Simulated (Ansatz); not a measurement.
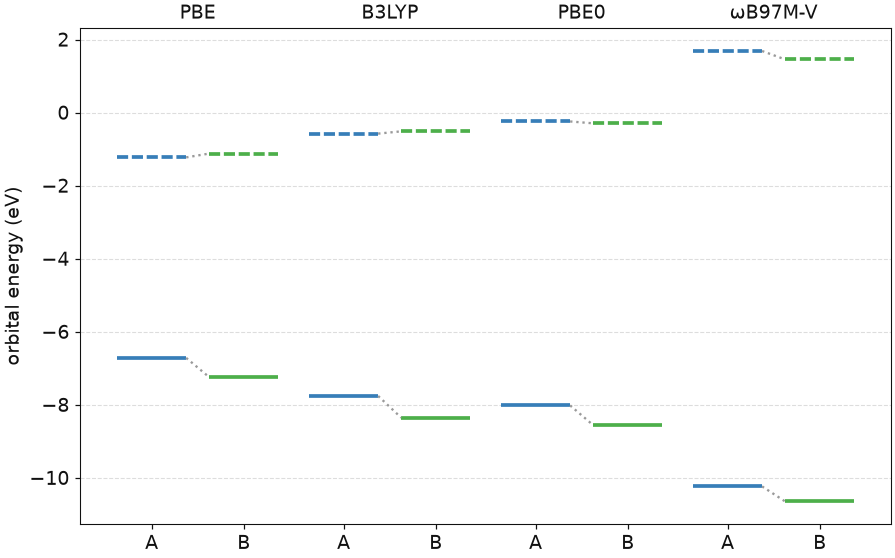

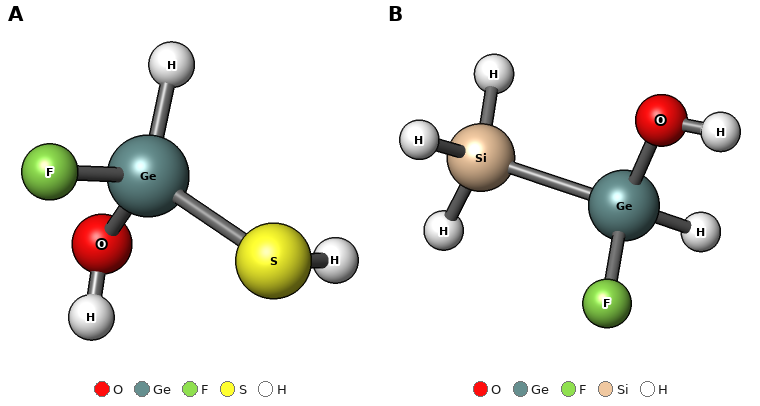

One change: A, GeH₃SOF (SMILES [OH][Ge@@H]([F])[SH]), becomes B, GeSiH₅OF (SMILES [OH][Ge@@H]([F])[SiH3]). SH on Ge is replaced by SiH₃. HOMO (solid) and LUMO (dashed) computed in def2-TZVPP at PBE0-D4/def2-TZVP geometries, both minima by their frequencies, gas phase, the Ansatz code 0.2.0. Empty levels above zero depend strongly on the basis.

**What does the change do to HOMO and LUMO?**

PBE: the HOMO falls by 0.53 eV, the LUMO rises by 0.10 eV, and the separation goes from 5.49 to 6.12 eV. B3LYP: the HOMO falls by 0.59 eV, the LUMO rises by 0.06 eV, and the separation goes from 7.18 to 7.84 eV. PBE0: the HOMO falls by 0.54 eV, the LUMO falls by 0.05 eV, and the separation goes from 7.77 to 8.26 eV. ωB97M-V: the HOMO falls by 0.41 eV, the LUMO falls by 0.23 eV, and the separation goes from 11.92 to 12.10 eV.

**Do the functionals agree on the effect?**

Not on every direction; the HOMO shift lies between −0.59 and −0.41 eV and the LUMO shift between −0.23 and 0.10 eV, while the separations themselves differ by up to 6.4 eV between functionals.
